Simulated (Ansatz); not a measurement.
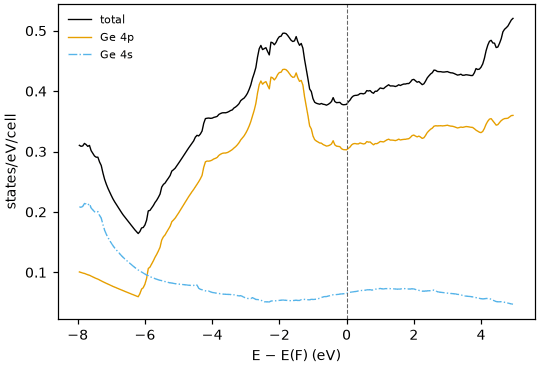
Fig. 1. Total and projected density of states of Ge in space group Cmmm (No. 65; Ge on 2c), the program Ansatz at the r²SCAN level (PAW)

Problem. Which orbitals carry the states next to the Fermi level?

Solution. Within 0.5 eV of the Fermi level: Ge 4p 80 %, Ge 4s 17 %. Projections are on Löwdin-orthogonalised atomic valence shells; empty p or d shells of many metals are not among them.

Problem. Where is the tallest occupied peak in this window, and what makes it?

Solution. Near -1.8 eV, about 0.50 states/eV per cell; the largest projected share is Ge 4p.

The first step of the workflow began from a Materials Project structure, measured or hypothetical; the Crystallography Open Database copy checked does not list it. It is not the phase usual at ambient conditions (space group No. 227). The r²SCAN relaxation kept the symmetry of its start; whether a distortion lowers the energy is not shown. Spin–orbit coupling is left out wherever it is not named.

Potentials: the later of the program's two PAW sets.
